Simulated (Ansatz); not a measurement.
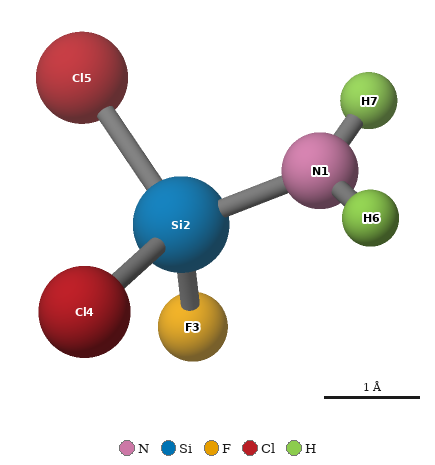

Figure 1. The input geometry of run 1 (ball-and-stick view, seen at a tilt; atoms are numbered from 1 in the order of the input). Bond lengths as drawn: Cl–Si 2.03 Å, F–Si 1.58 Å, H–N 1.01 Å and N–Si 1.68 Å.

## SiNH2Cl2F: one change and its effect

System: SiNH2Cl2F, SMILES N[Si](F)(Cl)Cl.
Method of run 1: RKS PBE0-D4/def2-TZVPP (Ansatz 0.2.0).

The geometry comes from this level: PBE0-D4/def2-TZVP. Text and figures count atoms from 1; the logs count them from 0 in places.

## Input file, run 1
```yaml
crystal:
  periodic: [false, false, false]
  atoms:
    - {symbol: N, position_ang: [-1.058957, 0.085790, 0.191689]}
    - {symbol: Si, position_ang: [0.586455, -0.079414, -0.080268]}
    - {symbol: F, position_ang: [1.377950, -0.829488, 1.069657]}
    - {symbol: Cl, position_ang: [0.881951, -1.181429, -1.756199]}
    - {symbol: Cl, position_ang: [1.429731, 1.759226, -0.216615]}
    - {symbol: H, position_ang: [-1.715346, -0.648844, -0.008655]}
    - {symbol: H, position_ang: [-1.440586, 0.826159, 0.754592]}
basis:
  gaussian: {orbitals: def2-TZVPP}
hamiltonian: {xc: pbe0, dispersion: d4}
output: {orbitals: {seedname: orbitals}}
```

Hardware: 4 CPU threads, shared host.

## Output (run 1)
```
Functional definition: PBE0
  parameter a = 0.25
  parameter kappa = 0.804
  parameter beta = 0.06672455060314922
  exchange = (1 - a)*pbe_x(kappa = kappa, mu = beta*pi^2/3) + a*exact_x
  correlation = pbe_c(beta = beta)
1370 factors; their error is unknown
mean field evaluation 1: about -37148.5123 eV, gradient 6.4e1 eV
mean field evaluation 2: about -37141.4552 eV, gradient 8.5e1 eV
mean field evaluation 4: about -37155.3529 eV, gradient 2.6e0 eV
mean field evaluation 8: about -37155.3632 eV, gradient 2.7e-2 eV
mean field evaluation 16: about -37155.4579 eV, gradient 2.1e-5 eV
mean field -37155.45786006 eV, -1365.4378914833 hartree, gradient 2.1e-5 eV, S^2 0.000000; 0 other end points of the search recorded, 0 dependent functions left out
reference -37155.45788765 eV, -1365.4378924974 hartree; 33, 33 occupied and 183, 183 virtual orbitals, 1370 factors
Total energy: -37155.64422677 eV, -1365.4447403334 hartree
```

For run 2 the input was changed thus:
```diff
-  gaussian: {orbitals: def2-TZVPP}
+  gaussian: {orbitals: "def2-QZVPP.json"}
```

How does run 2 compare with run 1?

The total energy of run 2 is 29.1 kcal/mol lower, which measures the change of basis and not a stability. The LUMO goes from 0.48 to 0.12 eV. The basis functions go from 216 to 384.

## Output (run 2)
```
Functional definition: PBE0
  parameter a = 0.25
  parameter kappa = 0.804
  parameter beta = 0.06672455060314922
  exchange = (1 - a)*pbe_x(kappa = kappa, mu = beta*pi^2/3) + a*exact_x
  correlation = pbe_c(beta = beta)
1595 factors; their error is unknown
mean field evaluation 1: about -37149.3096 eV, gradient 6.6e1 eV
mean field evaluation 2: about -37141.0907 eV, gradient 8.9e1 eV
mean field evaluation 4: about -37156.6652 eV, gradient 3.1e0 eV
mean field evaluation 8: about -37156.6813 eV, gradient 4.2e-2 eV
mean field evaluation 16: about -37156.7178 eV, gradient 4.6e-5 eV
mean field -37156.71782247 eV, -1365.4841942478 hartree, gradient 4.6e-5 eV, S^2 0.000000; 0 other end points of the search recorded, 0 dependent functions left out
reference -37156.71785391 eV, -1365.4841954033 hartree; 33, 33 occupied and 351, 351 virtual orbitals, 1595 factors
Total energy: -37156.90419302 eV, -1365.4910432394 hartree
```

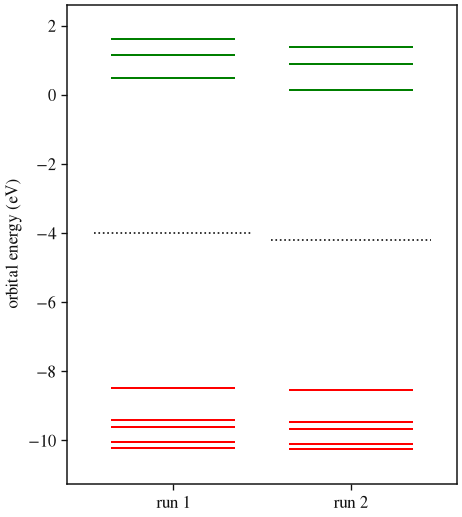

Figure 2. The five highest filled and three lowest empty orbital energies of the two runs; the dotted lines part filled from empty levels. The HOMO–LUMO gap is 8.96 eV in run 1 and 8.65 eV in run 2.

## The two runs side by side

```csv
quantity,run 1,run 2
outcome,converged,converged
total energy (hartree),−1365.444740,−1365.491043
HOMO (eV),−8.48,−8.53
LUMO (eV),0.48,0.12
basis functions,216,384
wall time (shared host),1.4 s,3.5 s
```
